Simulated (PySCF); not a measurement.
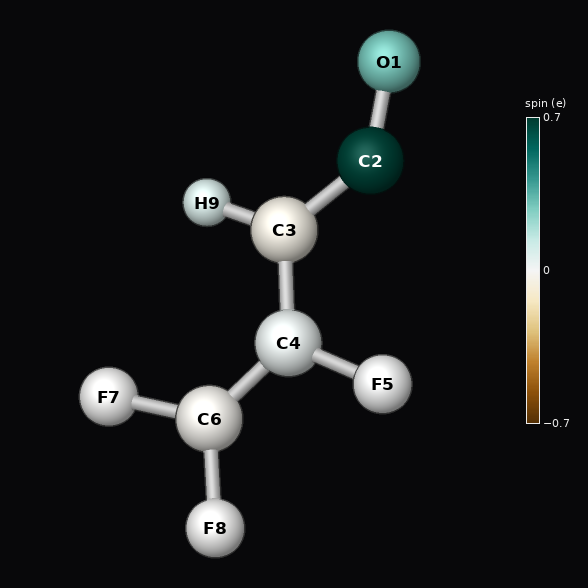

Atoms are coloured by their Mulliken spin populations. The species has charge −1 and is a spin doublet. The computed structure is the end point of a GFN2-xTB optimisation. No frequency run is at hand to confirm it as a minimum. Method: UKS B3LYP, pcH-1 on C F H O, non-relativistic (PySCF 2.14.0).

Give the Mulliken spin populations atom by atom.

| atom | value (e) |
| --- | --- |
| O1 | 0.29 |
| C2 | 0.67 |
| C3 | −0.04 |
| C4 | 0.02 |
| F5 | 0.00 |
| C6 | −0.02 |
| F7 | 0.00 |
| F8 | 0.00 |
| H9 | 0.08 |

Mulliken values depend strongly on the basis set.
